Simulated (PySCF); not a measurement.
SMILES B1OB[OH+]BO1 (H4B3O3 (cation, charge +1)) at its CAM-B3LYP/def2-SVP optimised geometry (Å):

```
10

B      1.2693     0.2444     0.0022
O      0.6447    -0.9911     0.0024
B     -0.6537    -1.2270     0.0002
O     -1.4783    -0.0031     0.0001
B     -0.8856     1.3484     0.0000
O      0.4339     1.3484     0.0000
H      2.4524     0.3509     0.0041
H     -1.2408    -2.2615    -0.0018
H     -2.4524    -0.0908    -0.0008
H     -1.6481     2.2615     0.0000
```

Calculation: CAM-B3LYP/def2-TZVP run with PySCF 2.14.0. Cells within 0.4 Å of a nucleus heavier than hydrogen are left out (blank, or x).

Map of the HOMO−1 amplitude (bohr^(-3/2)), clipped to [-0.25, 0.25] on the plane z = 0.0 Å; orbital energy -17.08 eV, overall sign arbitrary:

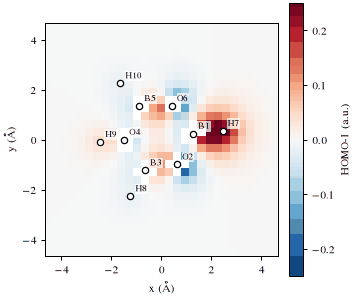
*HOMO−1 amplitude (bohr^(-3/2)), clipped to [-0.25, 0.25] on the plane z = 0.0 Å.*
